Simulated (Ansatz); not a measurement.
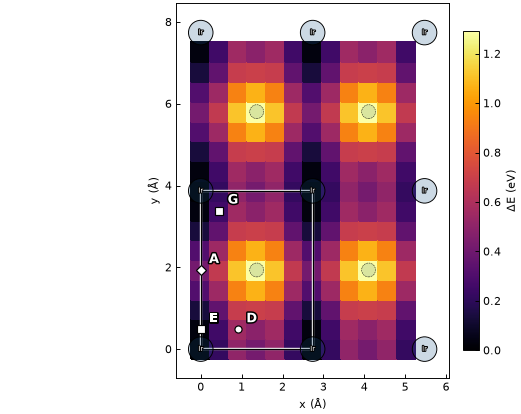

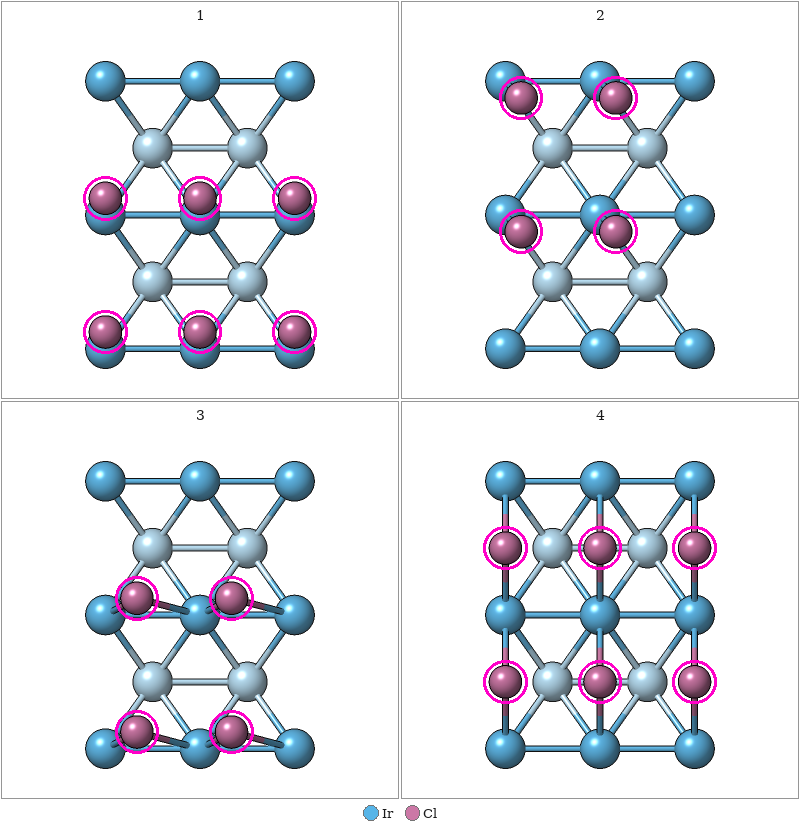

Cl on an Ir(110) slab cut from the Fm-3m phase, its upper half relaxed before the scan (4 atoms of substrate and one adsorbate in a 1 × 1 cell). 
- Cl is moved over the surface cell; relaxed at each place: the height of the adsorbate's atoms; substrate rigid; the origin of the map has the adsorbate above Ir4.
- Places are given modulo a cell vector. The map is drawn in real space over the plane of the surface.
- Grid: 6 × 8 points; 20 points were computed and 28 follow by symmetry.
- All energies are given in eV relative to the lowest grid point.
- With one adsorbate in each 1 × 1 cell, its nearest image is 2.7 Å away, so neighbouring adsorbates interact.
- Computed with DFT PBE, scalar-relativistic, plane waves, PAW in Ansatz. Settings: cutoff 420 eV, k-mesh 10×7×1, gaussian smearing 0.1 eV, no spin polarisation.

Drawn: one coloured cell a grid point, labelled circles for the atoms of the top layer and small ones for the second layer, the outline of one cell of the 2 × 2 shown, lettered points. The numbered pictures are the structures at these points, in random order. Rings mark the moved atoms.

Question: Which structure belongs to which point?

Answer: A is structure 4: the trough between two rows of top atoms, (0/6, 4/8) of the cell vectors, 0.42 eV; D is structure 3: (2/6, 1/8) of the cell vectors [nearest 1 Ir at 2.36 Å], 0.55 eV; E is structure 1: (0/6, 1/8) of the cell vectors [nearest 1 Ir at 2.25 Å], 0.032 eV; G is structure 2: (1/6, 7/8) of the cell vectors [nearest 1 Ir at 2.29 Å], 0.25 eV.

PAW datasets: the set soft_1.
